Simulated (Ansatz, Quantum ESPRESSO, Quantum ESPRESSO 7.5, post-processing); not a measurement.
# The basal face of Ti: relaxation and work function

Aim: the work function of the relaxed basal face of Ti, and how far the functional matters.

Main program and level: Quantum ESPRESSO 7.5; plane-wave DFT, PBE, GBRV ultrasoft pseudopotentials (geometry and cross-check by Ansatz 0.2.0 with PAW datasets; geometry under PBE).

**What experiment says.**

“Anisotropic work function of elemental crystals” (2019, arxiv:1902.07811) quotes from earlier work for Ti (polycrystalline sample, no single face): work function, loosely compared (polycrystalline sample, no single face) 4.33 eV.

Report form: the programs' logs are mostly left out.

### 1. The starting structure

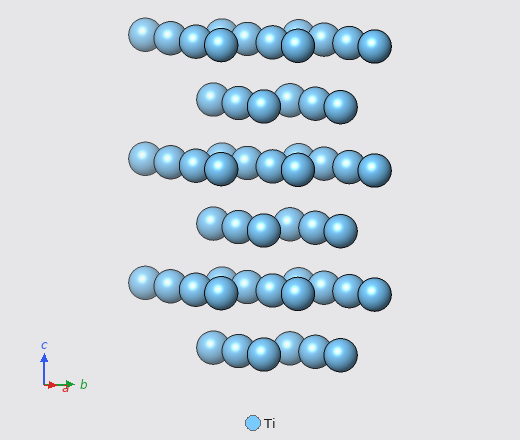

Start, viewed from the side, with the c axis up; titanium blue. 3×2×1 cells are drawn. Some periodic images of atoms are drawn too.

The cell holds 6 atoms: 6 Ti. Its edges and angles: a = 2.950 Å, b = 2.950 Å, c = 27.712 Å, α = 90.0°, β = 90.0°, γ = 60.0°. It derives from Ti. Vacuum lies along c.

### 2. Geometry from Ansatz of (0001)

A relaxation in Ansatz fixes the structure of this slab for the runs on it.

The input, input.yaml:

```yaml
crystal:
  lattice:
    - [2.95, 0.0, 0.0]
    - [1.475, 2.5547749412, 0.0]
    - [0.0, 0.0, 27.7115]
  atoms:
    - { symbol: Ti, position: [0.6666666667, 0.6666666667, 0.2886888115] }
    - { symbol: Ti, position: [0.0, 0.0, 0.3732132869] }
    - { symbol: Ti, position: [0.6666666667, 0.6666666667, 0.4577377623] }
    - { symbol: Ti, position: [0.0, 0.0, 0.5422622377] }
    - { symbol: Ti, position: [0.6666666667, 0.6666666667, 0.6267867131] }
    - { symbol: Ti, position: [0.0, 0.0, 0.7113111885] }
kpoints:
  mp_grid: { grid: [12, 12, 1] }
hamiltonian:
  xc: pbe
scf:
  occupations: { method: fermi_dirac, width: 0.1 }
  convergence: { dr2_threshold: 1.0e-08 }
efield:
  axis: 3
  dipole_correction: true
  ramp_position: 0.97
  ramp_width: 0.04
relax:
  f_tol: 0.01
  constraints: [{ sites: [2, 3] }]
output:
  write_potential: true
  write_density: true
  volumetric_format: npy
```

Launch:

```
> ansatz run input.yaml --threads 2 --pin off --max-ram 4096MiB --backend cpu --events-out ev --progress --plain --runs-dir out
```

Wall time 37 s (2 threads of AMD EPYC 7R32 (Zen 2), shared host); peak memory 0.52 GiB; 71 s of CPU time.

Relaxation path:

```
step  energy less that of the first step (eV)  largest force component (eV/Å)
   1                                   0.0000                          0.5399
   2                                  -0.0915                          0.2817
   3                                  -0.1064                          0.0139
   4                                  -0.1067                          0.0103
   5                                  -0.1067                          0.0004
```

Forces are held to the 6 operations that the run works with; a distortion that breaks them can't arise in this run.

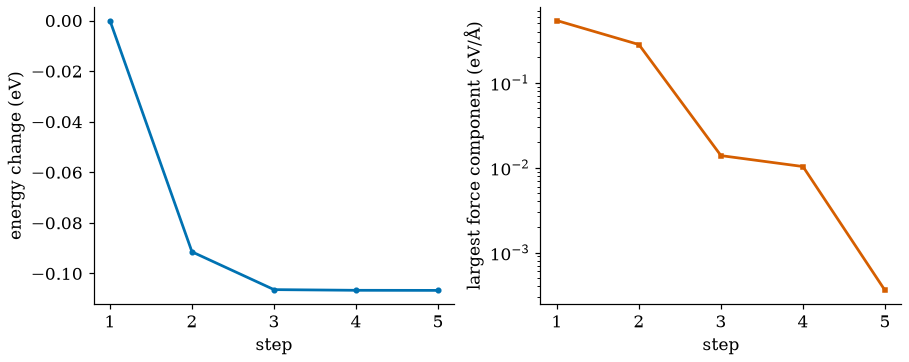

Energy and largest force along the relaxation.

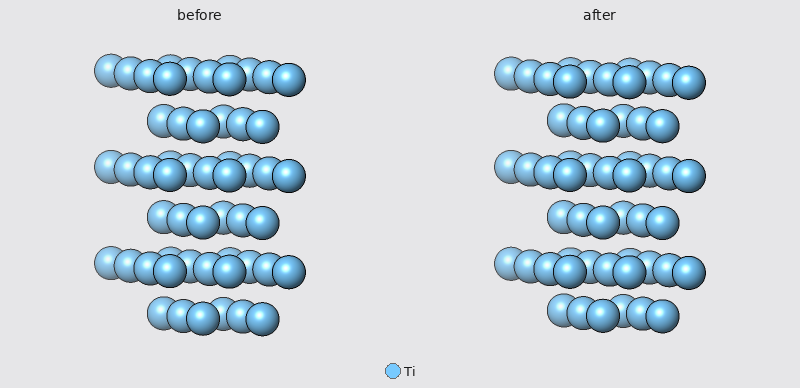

The structure before and after the relaxation, drawn at the same scale.

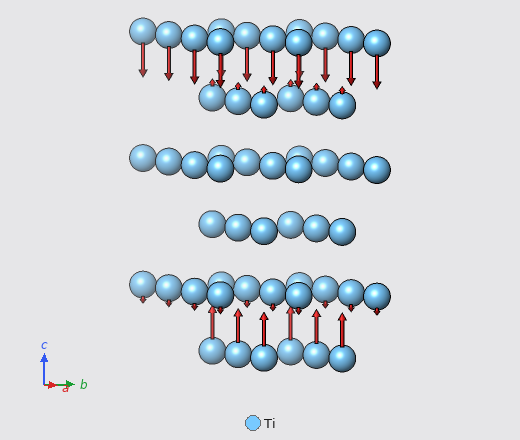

Displacements in the relaxation, exaggerated; the longest in the cell stands for 0.14 Å. 3×2×1 cells are drawn. Some periodic images of atoms are drawn too.

The atoms that moved most (Å):

| atom | dx | dy | dz | length |
| --- | --- | --- | --- | --- |
| Ti1 | 0.000 | 0.000 | 0.141 | 0.141 |
| Ti6 | 0.000 | 0.000 | -0.141 | 0.141 |
| Ti2 | 0.000 | 0.000 | -0.033 | 0.033 |
| Ti5 | 0.000 | 0.000 | 0.033 | 0.033 |

Final coordinates:

```xyz
6
Lattice="2.9500 0.0000 0.0000 1.4750 2.5548 0.0000 0.0000 0.0000 27.7115" Properties=species:S:1:pos:R:3
Ti    2.9500    1.7032    8.1412
Ti    0.0000    0.0000   10.3096
Ti    2.9500    1.7032   12.6846
Ti    0.0000    0.0000   15.0269
Ti    2.9500    1.7032   17.4019
Ti    0.0000    0.0000   19.5703
```

The relaxation lowers the energy by 18 meV an atom. Held were the atoms numbered 3 and 4; the forces quoted are those on the free ones.

This step gave:

```
free energy                     : -14996.2951 eV
energy at zero smearing         : -14996.1400 eV
smearing term TS                : 0.3101 eV
Fermi energy                    : 4.604 eV
symmetry operations             : 6
work function of the upper face : 4.372 eV
work function of the lower face : 4.372 eV
dipole along the normal         : 8.68e-6 e·Å
```

### 3. Ground state of (0001), PBE

Both faces of the slab are alike, so a plain periodic cell serves and symmetry is kept.

Level of this step: plane-wave DFT, PBE, GBRV ultrasoft pseudopotentials (Quantum ESPRESSO 7.5).

The input, 0001.pbe.in:

```
&control
  prefix = '0001.pbe'
  outdir = './out'
  pseudo_dir = './pseudo'
  calculation = 'scf'
  tprnfor = .true.
/
&system
  ibrav = 0
  nat = 6
  ntyp = 1
  ecutwfc = 40
  ecutrho = 200
  occupations = 'smearing'
  smearing = 'mv'
  degauss = 0.02
/
&electrons
  conv_thr = 1e-07
  mixing_beta = 0.4
  electron_maxstep = 120
  mixing_mode = 'local-TF'
/
ATOMIC_SPECIES
  Ti  47.8670  ti_pbe_v1.4.uspp.F.UPF
CELL_PARAMETERS angstrom
  2.95000000002073 0.00000000000000 0.00000000000000
  1.47500000001037 2.55477494118205 0.00000000000000
  0.00000000000000 0.00000000000000 27.71150000000000
ATOMIC_POSITIONS crystal
  Ti  0.666666666667 0.666666666667 0.293785339045
  Ti  0.000000000000 -0.000000000000 0.372034931735
  Ti  0.666666666667 0.666666666667 0.457737762300
  Ti  0.000000000000 0.000000000000 0.542262237700
  Ti  0.666666666667 0.666666666667 0.627965063962
  Ti  0.000000000000 -0.000000000000 0.706214661749
K_POINTS automatic
  12 12 1 0 0 0
```

Launch:

```
> OMP_NUM_THREADS=1 mpirun -n 2 pw.x -nk 2 -in 0001.pbe.in > 0001.pbe.out
```

The job ended after 77 s (2 MPI ranks; peak memory 0.45 GiB; 2.6 min of CPU time).

This step gave:

* free energy: -9733.0845 eV
* Fermi energy: 4.603 eV

### 4. Potential by pp.x of (0001)

plot_num = 11 writes the bare and Hartree potential. It leaves out exchange and correlation, which fade slowly, so it flattens close to the surface.

The input, 0001.pbe.pot.in:

```
&inputpp
  prefix = '0001.pbe'
  outdir = './out'
  filplot = '0001.pbe.pot.dat'
  plot_num = 11
/
```

Launch:

```
> OMP_NUM_THREADS=1 mpirun -n 2 pp.x -in 0001.pbe.pot.in > 0001.pbe.pot.out
```

Elapsed: 1.6 s, on 2 MPI ranks; peak memory 0.14 GiB.

Numbers from this step:

* work function of the upper face: 4.413 eV
* slope of the potential above: 0.001301 eV/Å
* upper vacuum line continued to the top atoms, over the Fermi level: 4.406 eV
* work function of the lower face: 4.413 eV
* slope of the potential below: -9.69e-4 eV/Å
* lower vacuum line continued to the bottom atoms, over the Fermi level: 4.408 eV

The potential energy, planar mean oscillates, so the rows of the table below give means over windows of 2.31 Å about each position, cut where the curve ends. Its maxima inside the range that stand out by 2 % of the span (Å: eV): 9.2: -1.34, 11.5: -0.261, 13.9: -0.413, 16.2: -0.261, 18.5: -1.34. Its minima: 8.1: -19.4, 10.3: -19.3, 12.7: -19.3, 15.0: -19.3, 17.4: -19.3, 19.6: -19.4.

Electrostatic potential energy of an electron; zero at the Fermi level. The potential energy, planar mean by z; means over each step:

```csv
z (Å),"potential energy, planar mean (eV)"
1.16,4.41
3.46,4.41
5.77,3.69
8.08,-9.00
10.39,-8.85
12.70,-8.80
15.01,-8.80
17.32,-8.85
19.63,-8.99
21.94,3.70
24.25,4.41
26.56,4.41
```

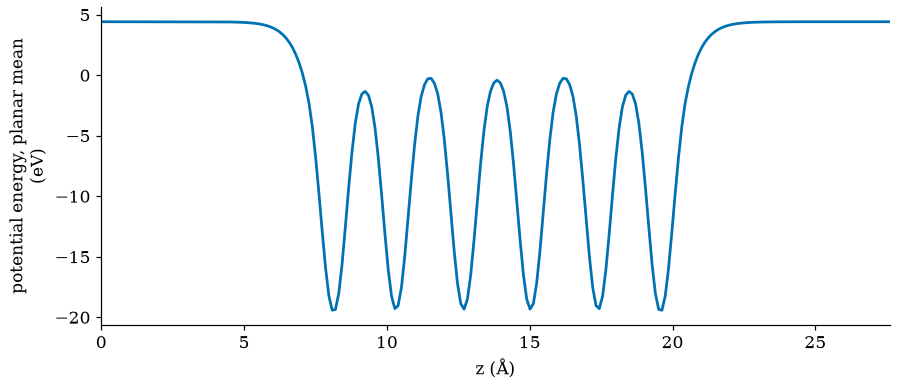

Potential energy, planar mean, plotted against z.

### 5. Ground state of (0001), PBEsol

The same atoms under a second functional.

Level of this step: plane-wave DFT, PBEsol, GBRV ultrasoft pseudopotentials (Quantum ESPRESSO 7.5).

0001.pbesol.in is the input of step 3 with these lines changed:

```diff
@@ -1,3 +1,3 @@
 &control
-  prefix = '0001.pbe'
+  prefix = '0001.pbesol'
   outdir = './out'
@@ -24,3 +24,3 @@
 ATOMIC_SPECIES
-  Ti  47.8670  ti_pbe_v1.4.uspp.F.UPF
+  Ti  47.8670  ti_pbesol_v1.4.uspp.F.UPF
 CELL_PARAMETERS angstrom
```

Launch:

```
> OMP_NUM_THREADS=1 mpirun -n 2 pw.x -nk 2 -in 0001.pbesol.in > 0001.pbesol.out
```

Elapsed: 78 s, on 2 MPI ranks; peak memory 0.44 GiB; 2.6 min of CPU time.

Read from the output:

```
free energy  : -9724.2602 eV
Fermi energy : 4.508 eV
```

### 6. Electrostatic potential of (0001)

The input, 0001.pbesol.pot.in:

```
&inputpp
  prefix = '0001.pbesol'
  outdir = './out'
  filplot = '0001.pbesol.pot.dat'
  plot_num = 11
/
```

Launch:

```
> OMP_NUM_THREADS=1 mpirun -n 2 pp.x -in 0001.pbesol.pot.in > 0001.pbesol.pot.out
```

The job ended after 1.6 s (2 MPI ranks; peak memory 0.14 GiB).

Read from the output:

| Item | Value |
| --- | --- |
| work function of the upper face | 4.476 eV |
| slope of the potential above | 0.001191 eV/Å |
| upper vacuum line continued to the top atoms, over the Fermi level | 4.470 eV |
| work function of the lower face | 4.477 eV |
| slope of the potential below | -8.86e-4 eV/Å |
| lower vacuum line continued to the bottom atoms, over the Fermi level | 4.472 eV |

On (0001) the work function under PBEsol lies +0.06 eV from PBE's.

### 7. The series side by side

All levels:

```csv
level,work function (eV),"Ansatz, PBE (eV)",CPU time (s)
"(0001), PBE",4.413,4.372,153.7
"(0001), PBEsol",4.476,-,156.4
```

### 8. Worked from the printed numbers

For (0001) under PBE, on the run's own zero: φ = 9.016 − (4.603) = 4.413 eV.

### 9. Summary of results

```json
{
 "work function of (0001), PBE": "4.41 eV",
 "work function of (0001), PBEsol": "4.48 eV"
}
```

What this shows: Under PBE the work function is 4.41 eV on (0001). PBEsol lies +0.06 eV from PBE on the same atoms. The top two spacings change by -7.4 and +1.4 % on (0001). Ansatz, with Fermi-Dirac smearing and its own datasets, agrees within 0.04 eV under PBE. The slabs are thin and unreconstructed, at the tabulated lattice constant; thickness and mesh leave some 0.05 to 0.1 eV open.

Calculation against experiment:

```
                                                                     quantity  measured      (0001), PBE
work function, loosely compared (polycrystalline sample, no single face) (eV)      4.33  4.41 (+0.08 eV)
```

Measured values from arxiv:1902.07811 (2019).

**Verdict.** The work function, set beside that of the polycrystal, is off by +0.08 eV. A polycrystal averages over faces, so this is a loose comparison.

[Logs are printed without paths, hosts, clocks, repeated set-up lines and the standing remarks that a program may print on its own settings, such as how far it seeks lower states.]

[Hosts, paths, dates, database ids (printed as entryN), source tags and the programs' standing remarks are cut or masked in the printed files.]

[Maps of the electrostatic potential energy from Ansatz leave out the sawtooth potential of an applied field or a dipole correction, so their vacuum need not be flat; planar profiles and work functions include it.]
